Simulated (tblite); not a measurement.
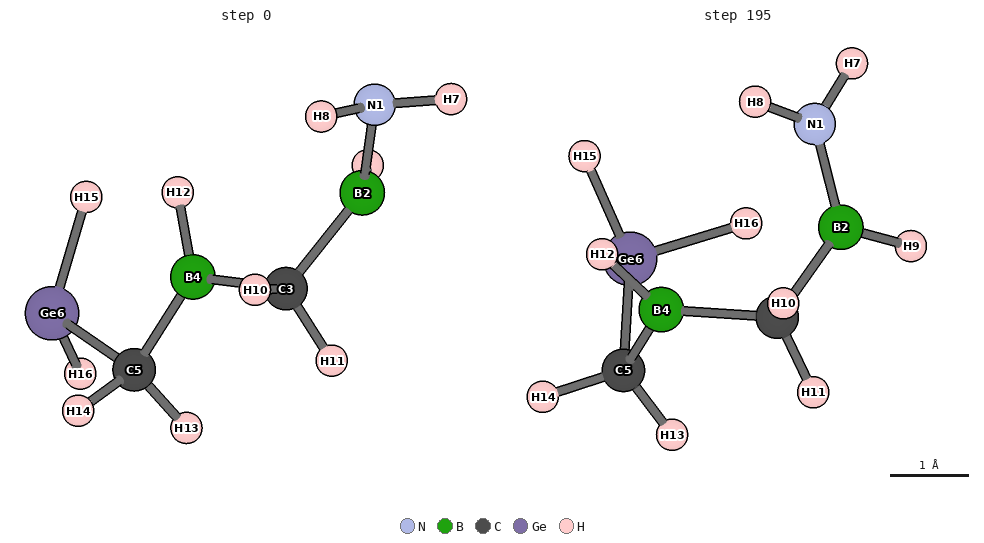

The structure of C2H10B2GeN (multiplicity 2) before (left) and after (right) a relaxation, at one scale.

Style: ball-and-stick. Shown from a free direction.

Method: tblite 0.8.0, GFN2-xTB geometry optimisation, gas phase. 

Describe what moved and what it gained.

Answer. After 195 geometry steps the energy has fallen by 43.7 kcal/mol. H16 moves most after the best rigid fit: 3.22 Å. By element the largest moves are H 3.22 Å, N 1.39 Å, Ge 1.31 Å, B 0.84 Å, C 0.38 Å. Near-neighbour distances that change, for instance: N1–B2 1.545 → 1.383 Å, C5–Ge6 1.956 → 2.031 Å, N1–H8 1.049 → 1.006 Å, Ge6–H16 1.531 → 1.561 Å. Bond angles that change, for instance: B2–N1–H8 109.2° → 123.1°, B2–N1–H7 111.0° → 124.1°, H15–Ge6–H16 109.8° → 98.0°. Groups turn about B4–C5 by about 75°, C3–B4 by about 65°, C5–Ge6 by about 60°.
